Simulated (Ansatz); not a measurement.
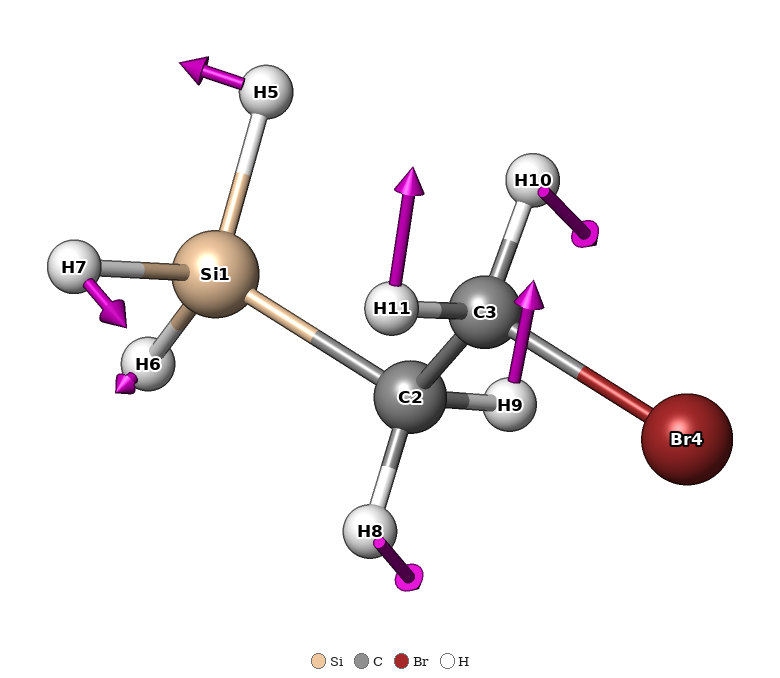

The arrows show one normal mode. Harmonic vibrations computed with RKS PBE0-D4/def2-TZVP (Ansatz 0.2.0) at a stationary point of the same level.

> Describe the motion.

Mostly angle bending.

> At what wavenumber does it lie?

741 cm⁻¹; it is mode 8 of 27 counted from the lowest.
